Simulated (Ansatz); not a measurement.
# C2H5AlS: the cost of one run

Program: Ansatz 0.2.0. Level of theory: RKS PBE0-D4/def2-SVPD. These are calculated values, not measurements.

1 further run of the same task is left out (set aside as unsound or not needed).

### Step 1. Starting geometry

SMILES `[CH3][Al]1[CH2][S]1`, 9 atoms, charge 0, spin multiplicity 1.

Atoms are counted from 1 here; the program's logs count them from 0.

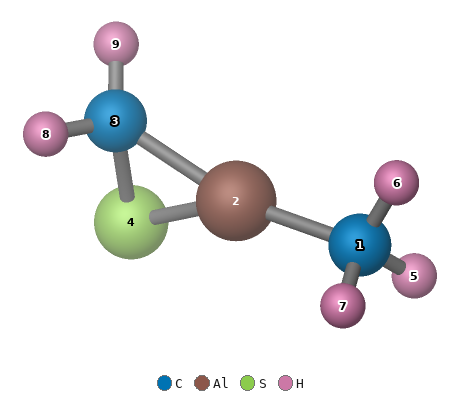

Start geometry, drawn with carbon blue, aluminium brown, sulfur green, hydrogen pink; atoms are numbered from 1 in the order of the file.

Coordinates:

```csv
atom,x (Å),y (Å),z (Å)
C1,-0.3704,1.5450,-0.9587
Al2,0.0448,-0.1853,-0.1626
C3,0.3411,-1.4436,1.2761
S4,0.6092,-2.2405,-0.4814
H5,-0.8367,1.4264,-1.9561
H6,-1.0511,2.1392,-0.3185
H7,0.5596,2.1341,-1.0941
H8,1.2741,-1.4743,1.8658
H9,-0.4822,-1.9473,1.8125
```

### Step 2. Relaxation

Contents of input.yaml:

```yaml
crystal:
  periodic: [false, false, false]
  atoms:
    - { symbol: C, position_ang: [-0.370421, 1.544965, -0.958671] }
    - { symbol: Al, position_ang: [0.044751, -0.185302, -0.162638] }
    - { symbol: C, position_ang: [0.3411, -1.443646, 1.276094] }
    - { symbol: S, position_ang: [0.609249, -2.240546, -0.481387] }
    - { symbol: H, position_ang: [-0.836686, 1.426443, -1.956088] }
    - { symbol: H, position_ang: [-1.051123, 2.139224, -0.318467] }
    - { symbol: H, position_ang: [0.559639, 2.134134, -1.094099] }
    - { symbol: H, position_ang: [1.274132, -1.474307, 1.865789] }
    - { symbol: H, position_ang: [-0.48224, -1.947265, 1.812467] }
basis:
  gaussian: { orbitals: def2-SVPD }
hamiltonian:
  xc: pbe0
  dispersion: d4
output:
  forces: true
relax:
  f_tol: 0.003
  max_steps: 120
```

Command:

```bash
$ ansatz run input.yaml --threads 1 --pin off --max-ram 2560MiB --backend cpu --events-out ev --progress --plain --runs-dir out
```

Q: Estimate wall time and peak memory on 1 thread of Intel Xeon Platinum 8375C at 2.90GHz (Ice Lake), shared host.

About 2.6 min, with a peak of 0.3 GiB.
